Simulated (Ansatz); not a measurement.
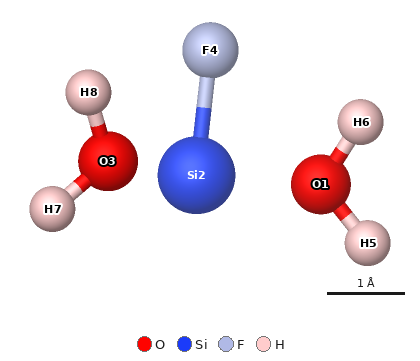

Fig. 1: The starting structure (ball-and-stick view, seen at a tilt; atoms are numbered from 1 in the order of the input). Bond lengths as drawn: F–Si 1.64 Å and H–O 0.98 Å.

SiH$_{4}$O$_{2}$F (charge +1): geometry relaxation

- system: SiH$_{4}$O$_{2}$F, charge +1
- method: RKS PBE0-D4/def2-TZVP (Ansatz 0.2.0)

Figures and captions count atoms from 1; the log counts them from 0 in places.

### The program's output
```
Functional definition: PBE0
  name "PBE0"
  cite "Adamo & Barone, J. Chem. Phys. 110, 6158 (1999) doi:10.1063/1.478522"
  cite "Perdew, Burke & Ernzerhof, Phys. Rev. Lett. 77, 3865 (1996) doi:10.1103/PhysRevLett.77.3865"
  parent pbe
  parameter a = 0.25
  parameter kappa = 0.804
  parameter beta = 0.06672455060314922
  exchange = (1 - a)*pbe_x(kappa = kappa, mu = beta*pi^2/3) + a*exact_x
  correlation = pbe_c(beta = beta)
902 factors; their error is unknown
mean field evaluation 1: about -14722.9035 eV, gradient 1.1e2 eV
mean field evaluation 2: about -14689.3038 eV, gradient 1.8e2 eV
mean field evaluation 4: about -14741.3428 eV, gradient 1.2e1 eV
mean field evaluation 8: about -14741.5621 eV, gradient 2.6e-2 eV
mean field evaluation 16: about -14741.6125 eV, gradient 7.2e-5 eV
mean field -14741.61247978 eV, -541.7442664081 hartree, gradient 7.2e-5 eV, S^2 0.000000; 0 other end points of the search recorded, 0 dependent functions left out
the calculation of the forces begins
reference -14741.61250341 eV, -541.7442672764 hartree; 21, 21 occupied and 133, 133 virtual orbitals, 902 factors
relax step   1: F+E_penalty+E_count = -14741.70197783 eV  Δ(F+E_penalty+E_count) = +0.000e0 eV  max|allowed force component| = 1.316e0 eV/Å  Δτ_max = 0.0000 Å  (26 SCF iters, accepted)
these checks for a lower state are left out or cut short: starts, cluster_reference, orbital_swaps, neighbouring_geometries, increment
902 factors; their error is unknown
mean field -14741.65629036 eV, -541.7458764172 hartree, gradient 1.7e-5 eV, S^2 0.000000; 0 other end points of the search recorded, 0 dependent functions left out
the calculation of the forces begins
reference -14741.65631381 eV, -541.7458772790 hartree; 21, 21 occupied and 133, 133 virtual orbitals, 902 factors
relax step   2: F+E_penalty+E_count = -14741.74622948 eV  Δ(F+E_penalty+E_count) = -4.425e-2 eV  max|allowed force component| = 8.579e-1 eV/Å  Δτ_max = 0.0283 Å  (30 SCF iters, accepted)
these checks for a lower state are left out or cut short: starts, cluster_reference, orbital_swaps, neighbouring_geometries, increment
902 factors; their error is unknown
mean field -14741.67317655 eV, -541.7464969734 hartree, gradient 1.7e-5 eV, S^2 0.000000; 0 other end points of the search recorded, 0 dependent functions left out
the calculation of the forces begins
reference -14741.67319984 eV, -541.7464978291 hartree; 21, 21 occupied and 133, 133 virtual orbitals, 902 factors
relax step   3: F+E_penalty+E_count = -14741.76348872 eV  Δ(F+E_penalty+E_count) = -1.726e-2 eV  max|allowed force component| = 5.676e-2 eV/Å  Δτ_max = 0.0255 Å  (30 SCF iters, accepted)
these checks for a lower state are left out or cut short: starts, cluster_reference, orbital_swaps, neighbouring_geometries, increment
902 factors; their error is unknown
mean field evaluation 32: about -14741.6214 eV, gradient 6.5e-1 eV
mean field -14741.67374697 eV, -541.7465179360 hartree, gradient 1.7e-5 eV, S^2 0.000000; 0 other end points of the search recorded, 0 dependent functions left out
the calculation of the forces begins
reference -14741.67377027 eV, -541.7465187920 hartree; 21, 21 occupied and 133, 133 virtual orbitals, 902 factors
relax step   4: F+E_penalty+E_count = -14741.76407722 eV  Δ(F+E_penalty+E_count) = -5.885e-4 eV  max|allowed force component| = 2.943e-2 eV/Å  Δτ_max = 0.0085 Å  (31 SCF iters, accepted)
these checks for a lower state are left out or cut short: starts, cluster_reference, orbital_swaps, neighbouring_geometries, increment
902 factors; their error is unknown
mean field -14741.67382274 eV, -541.7465207204 hartree, gradient 1.7e-5 eV, S^2 0.000000; 0 other end points of the search recorded, 0 dependent functions left out
the calculation of the forces begins
reference -14741.67384603 eV, -541.7465215761 hartree; 21, 21 occupied and 133, 133 virtual orbitals, 902 factors
relax step   5: F+E_penalty+E_count = -14741.76408079 eV  Δ(F+E_penalty+E_count) = -3.566e-6 eV  max|allowed force component| = 7.997e-2 eV/Å  Δτ_max = 0.0088 Å  (31 SCF iters, accepted)
these checks for a lower state are left out or cut short: starts, cluster_reference, orbital_swaps, neighbouring_geometries, increment
902 factors; their error is unknown
mean field -14741.67409592 eV, -541.7465307593 hartree, gradient 1.7e-5 eV, S^2 0.000000; 0 other end points of the search recorded, 0 dependent functions left out
the calculation of the forces begins
reference -14741.67411921 eV, -541.7465316154 hartree; 21, 21 occupied and 133, 133 virtual orbitals, 902 factors
relax step   6: F+E_penalty+E_count = -14741.76441214 eV  Δ(F+E_penalty+E_count) = -3.313e-4 eV  max|allowed force component| = 6.613e-3 eV/Å  Δτ_max = 0.0087 Å  (31 SCF iters, accepted)
these checks for a lower state are left out or cut short: starts, cluster_reference, orbital_swaps, neighbouring_geometries, increment
902 factors; their error is unknown
mean field -14741.67410248 eV, -541.7465310004 hartree, gradient 1.7e-5 eV, S^2 0.000000; 0 other end points of the search recorded, 0 dependent functions left out
the calculation of the forces begins
reference -14741.67412577 eV, -541.7465318564 hartree; 21, 21 occupied and 133, 133 virtual orbitals, 902 factors
relax step   7: F+E_penalty+E_count = -14741.76441994 eV  Δ(F+E_penalty+E_count) = -7.805e-6 eV  max|allowed force component| = 3.653e-3 eV/Å  Δτ_max = 0.0030 Å  (31 SCF iters, accepted)
902 factors; their error is unknown
mean field evaluation 64: about -14741.6741 eV, gradient 5.4e-3 eV
```

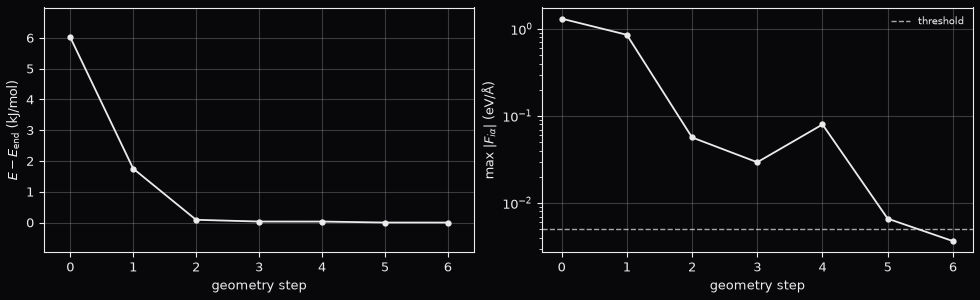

Fig. 2: Progress of the relaxation, step by step (the first geometry is step 0 here and step 1 in the log).

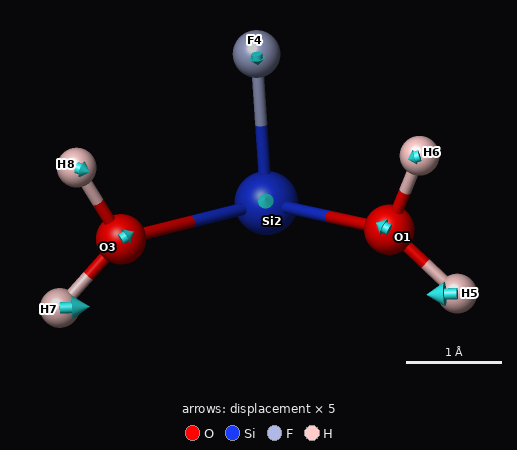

Fig. 3: The starting structure with the displacements as teal arrows, magnified 5 times (ball-and-stick view, seen at a tilt). The two geometries are laid on each other by the best rigid fit. H5 moves most after the best rigid fit: 0.066 Å. By element the largest moves are H 0.066 Å, O 0.033 Å, Si 0.028 Å, F 0.026 Å. Among the contacts that change: Si2–F4 1.645 → 1.602 Å, O1–Si2 2.011 → 1.970 Å, O1–H5 0.982 → 0.968 Å. After 6 geometry steps the energy has fallen by 6.02 kJ/mol. The largest force component goes from 1.3 to 0.0037 eV/Å. (Atoms are counted from 1 in the order of the input.)

```
mean field -14741.67410248 eV, -541.7465310004 hartree, gradient 1.7e-5 eV, S^2 0.000000; 1 other end points of the search recorded, 0 dependent functions left out
the calculation of the forces begins
reference -14741.67412577 eV, -541.7465318564 hartree; 21, 21 occupied and 133, 133 virtual orbitals, 902 factors
Total energy: -14741.76444323 eV, -541.7498509620 hartree
Atom 0 at     0.276529    -1.278710    -0.932821 Å, force     0.001077     0.000482    -0.000593 eV/Å
Atom 1 at    -0.417409     0.506276    -0.469306 Å, force     0.000994     0.002358    -0.000939 eV/Å
Atom 2 at    -0.024706     0.160148     1.430407 Å, force     0.001605     0.001190     0.000708 eV/Å
Atom 3 at     1.077820     1.061851    -0.616488 Å, force    -0.003653    -0.001636     0.000225 eV/Å
Atom 4 at    -0.281548    -1.943196    -1.360978 Å, force     0.002153     0.001017     0.000576 eV/Å
Atom 5 at     1.198112    -1.385995    -1.216226 Å, force    -0.001661    -0.002839    -0.001269 eV/Å
Atom 6 at    -0.722695     0.163005     2.100568 Å, force     0.001892     0.000255    -0.001267 eV/Å
Atom 7 at     0.810563     0.464022     1.819183 Å, force    -0.002408    -0.000827     0.002559 eV/Å
Dipole moment:    -0.115477    -0.694562     0.408090 e Å
```

### Trajectory as extended XYZ (Å, eV, eV/Å), 7 frames, from step=1 to step=7
```
8
Properties=species:S:1:pos:R:3:forces:R:3 step=1 energy=-14741.70198
O     0.2692   -1.3045   -0.9514    0.2387  -0.3256  -0.4750
Si   -0.4406    0.5175   -0.4794    1.3161   0.1365   0.0895
O    -0.0359    0.1616    1.4599    0.1033   0.3004   0.5379
F     1.1029    1.0689   -0.6161   -1.1933  -0.4509   0.1175
H    -0.2725   -1.9792   -1.4157    0.3291   0.4971   0.3432
H     1.2066   -1.3957   -1.2387   -0.6523   0.1040   0.2225
H    -0.7259    0.1908    2.1579    0.4397  -0.0315  -0.5273
H     0.8128    0.4880    1.8379   -0.5813  -0.2299  -0.3082
8
Properties=species:S:1:pos:R:3:forces:R:3 step=2 energy=-14741.74623
O     0.2718   -1.2968   -0.9382    0.0406  -0.0284  -0.1470
Si   -0.4328    0.5138   -0.4759    0.8579   0.0598   0.0737
O    -0.0307    0.1542    1.4481    0.0084   0.1245   0.0940
F     1.0965    1.0548   -0.6096   -0.7500  -0.2507   0.0572
H    -0.2706   -1.9614   -1.3937    0.0545   0.1410   0.1084
H     1.1961   -1.3833   -1.2325   -0.1635   0.0500   0.0850
H    -0.7187    0.1812    2.1333    0.0886  -0.0233  -0.1620
H     0.8051    0.4849    1.8229   -0.1365  -0.0729  -0.1093
8
Properties=species:S:1:pos:R:3:forces:R:3 step=3 energy=-14741.76349
O     0.2729   -1.2856   -0.9281    0.0067   0.0500   0.0099
Si   -0.4174    0.5080   -0.4706   -0.0568  -0.0432   0.0218
O    -0.0270    0.1513    1.4338    0.0136   0.0171  -0.0475
F     1.0799    1.0559   -0.6120    0.0362   0.0071  -0.0015
H    -0.2751   -1.9457   -1.3741   -0.0462  -0.0136  -0.0038
H     1.1941   -1.3782   -1.2148    0.0494  -0.0118  -0.0050
H    -0.7182    0.1723    2.1096   -0.0473  -0.0086   0.0052
H     0.8075    0.4694    1.8106    0.0443   0.0031   0.0210
8
Properties=species:S:1:pos:R:3:forces:R:3 step=4 energy=-14741.76408
O     0.2744   -1.2823   -0.9286    0.0118   0.0116  -0.0138
Si   -0.4170    0.5080   -0.4703   -0.0285  -0.0294   0.0147
O    -0.0256    0.1537    1.4315    0.0104   0.0204  -0.0035
F     1.0803    1.0569   -0.6131    0.0218   0.0106  -0.0034
H    -0.2786   -1.9446   -1.3665   -0.0155   0.0039   0.0056
H     1.1954   -1.3801   -1.2171    0.0067  -0.0054   0.0046
H    -0.7204    0.1662    2.1048   -0.0141  -0.0049  -0.0088
H     0.8081    0.4696    1.8137    0.0073  -0.0067   0.0045
8
Properties=species:S:1:pos:R:3:forces:R:3 step=5 energy=-14741.76408
O     0.2758   -1.2829   -0.9371    0.0004   0.0656   0.0462
Si   -0.4160    0.5043   -0.4679   -0.0389  -0.0162   0.0052
O    -0.0261    0.1612    1.4360    0.0158  -0.0092  -0.0800
F     1.0800    1.0563   -0.6129    0.0213   0.0028   0.0012
H    -0.2810   -1.9464   -1.3671   -0.0032  -0.0220  -0.0178
H     1.1977   -1.3826   -1.2207    0.0097  -0.0281  -0.0163
H    -0.7232    0.1658    2.1061   -0.0094   0.0052   0.0268
H     0.8094    0.4715    1.8180    0.0043   0.0018   0.0346
8
Properties=species:S:1:pos:R:3:forces:R:3 step=6 energy=-14741.76441
O     0.2765   -1.2786   -0.9330    0.0028   0.0022  -0.0002
Si   -0.4164    0.5067   -0.4695    0.0027   0.0029   0.0000
O    -0.0244    0.1600    1.4304    0.0019   0.0019  -0.0011
F     1.0794    1.0612   -0.6157   -0.0066  -0.0026  -0.0005
H    -0.2823   -1.9440   -1.3588    0.0032   0.0012  -0.0008
H     1.1975   -1.3854   -1.2187   -0.0031  -0.0045  -0.0005
H    -0.7231    0.1606    2.0999    0.0033   0.0014  -0.0001
H     0.8096    0.4668    1.8197   -0.0042  -0.0025   0.0031
8
Properties=species:S:1:pos:R:3:forces:R:3 step=7 energy=-14741.76442
O     0.2765   -1.2787   -0.9328    0.0011   0.0005  -0.0006
Si   -0.4174    0.5063   -0.4693    0.0010   0.0024  -0.0009
O    -0.0247    0.1601    1.4304    0.0016   0.0012   0.0007
F     1.0778    1.0619   -0.6165   -0.0037  -0.0016   0.0002
H    -0.2815   -1.9432   -1.3610    0.0022   0.0010   0.0006
H     1.1981   -1.3860   -1.2162   -0.0017  -0.0028  -0.0013
H    -0.7227    0.1630    2.1006    0.0019   0.0003  -0.0013
H     0.8106    0.4640    1.8192   -0.0024  -0.0008   0.0026
```

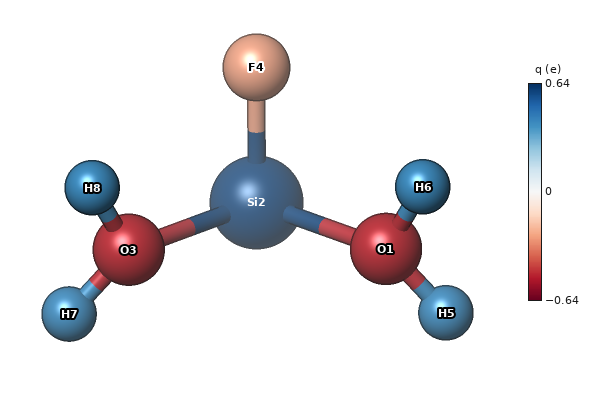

Fig. 4: Mulliken charges, as the colour of each atom (ball-and-stick view, seen at a tilt; atoms are numbered from 1 in the order of the input). By element: O −0.48, Si +0.61, F −0.27 and H +0.40 to +0.41 e.

The run was set up as follows.

### Input
```yaml
crystal:
  periodic: [false, false, false]
  atoms:
    - {symbol: O, position_ang: [0.269162, -1.304464, -0.951434]}
    - {symbol: Si, position_ang: [-0.440553, 0.517464, -0.479426]}
    - {symbol: O, position_ang: [-0.035880, 0.161644, 1.459874]}
    - {symbol: F, position_ang: [1.102870, 1.068873, -0.616056]}
    - {symbol: H, position_ang: [-0.272455, -1.979187, -1.415684]}
    - {symbol: H, position_ang: [1.206597, -1.395707, -1.238691]}
    - {symbol: H, position_ang: [-0.725870, 0.190806, 2.157867]}
    - {symbol: H, position_ang: [0.812796, 0.487973, 1.837888]}
basis:
  gaussian: {orbitals: def2-TZVP}
total_charge: 1
hamiltonian: {xc: pbe0, dispersion: d4}
relax: {f_tol: 0.005, max_steps: 200}
```

Command:
```bash
ansatz run in.yaml --threads 2 --pin off --events-out ev --progress --plain --max-ram 4352MiB
```

### Key numbers

| quantity | value |
| --- | --- |
| outcome | converged |
| total energy | −14741.7644 eV |
| mean-field energy | −14741.6741 eV |
| dispersion energy | −0.0903 eV |
| SCF solution under orbital rotations | stable |
| largest force (length of the vector) at the end | 0.004 eV/Å |
| hardware | 2 threads of Intel Xeon @ 3.00GHz, 11 GiB of memory available, shared host |
| wall time | 20 s (CPU time 36 s) |
| peak memory | 0.32 GiB |
